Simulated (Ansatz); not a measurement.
**AlCl$_{2}$H···H (doublet): density, localisation and related maps**

The calculation's input:

```
crystal:
  periodic: [false, false, false]
  atoms:
    - { symbol: Al, position_ang: [0.0, 0.0, -0.098013] }
    - { symbol: H, position_ang: [0.0, 0.0, 1.467206] }
    - { symbol: Cl, position_ang: [1.801623, 0.0, -1.173532] }
    - { symbol: Cl, position_ang: [-1.801623, 0.0, -1.173532] }
    - { symbol: H, position_ang: [0.0, 0.0, 3.32787] }
magnetization:
  spin_polarized: true
  initial_magnetization: 1
basis:
  gaussian: { orbitals: def2-SVP }
hamiltonian:
  xc: b3lyp
  dispersion: d4
relax:
  f_tol: 0.03
  max_steps: 50
output:
  orbitals: {}
```

Launched as:

```sh
ansatz run input.yaml --threads 1 --pin off --max-ram 2048MiB --backend cpu --events-out ev --progress --plain --runs-dir out
```

The fields are those of the run's last geometry, not of the input's.

The calculation used Ansatz, UKS B3LYP-D4/def2-SVP.

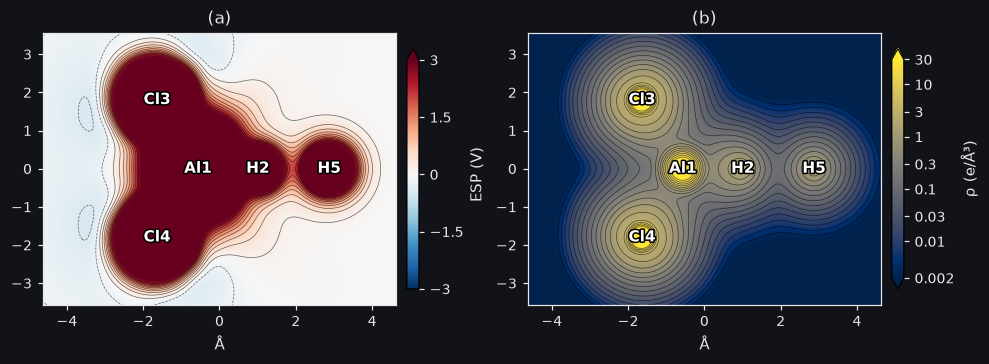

Figure 1. (a) electrostatic potential; (b) electron density on the molecular plane.

> What does the map show?

Atoms in the plane: Al, H and Cl.
H2···H5 (1.87 Å): the density falls to about 0.13 e/Å³ on the way.
Al–Cl (2.10 Å): ρ at the midpoint is about 0.7 e/Å³.
Al–H (1.57 Å): ρ at the midpoint is about 0.56 e/Å³.
Outside the dense part of the complex the potential is most negative (−0.5 V) near Cl3 and Cl4.

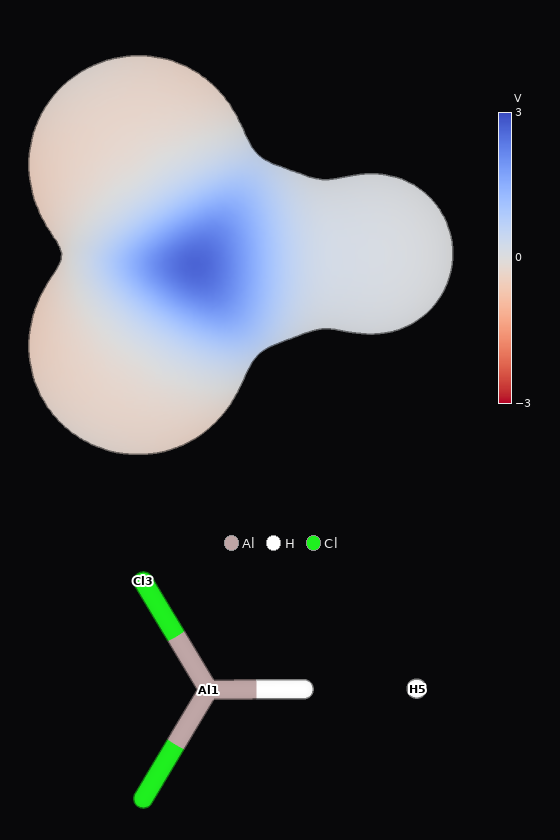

Figure 2. The molecular electrostatic potential painted on the density surface at 0.001 e/bohr³, seen at a tilt; red is negative and blue positive. The bare structure is drawn below in the same view.

> Which sites attract a positive test charge, and which a negative one?

A positive charge is drawn to the negative regions and a negative charge to the positive ones. The most negative region (about −0.4 V) lies over Cl3 and Cl4, the most positive (about +2.6 V) over Al1.

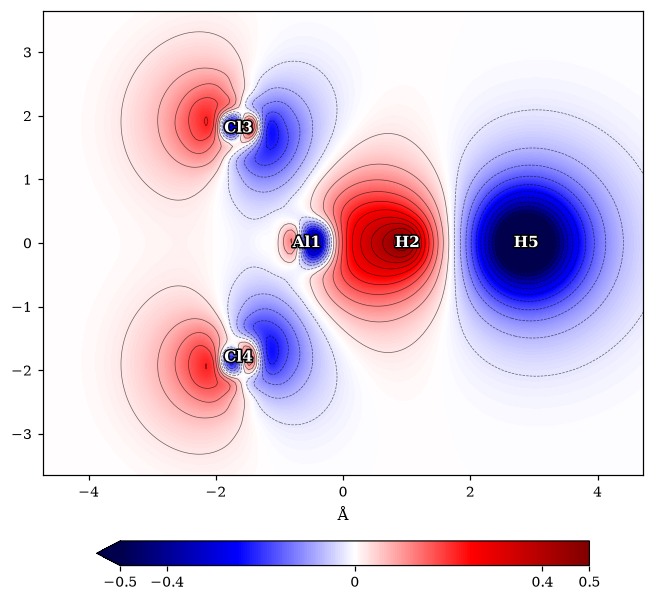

Figure 3. The HOMO (α) on the molecular plane (values in Å⁻³ᐟ²; the overall sign is arbitrary).

> What is the character of this orbital?

By Hirshfeld shares it lies mainly on H5 (about 60 %), H2 (about 15 %), Al1 (about 15 %), Cl3 (about 5 %) and Cl4 (about 5 %); it is symmetric in the molecular plane (an in-plane orbital: σ, lone-pair or in-plane π type). Its energy is −7.84 eV.
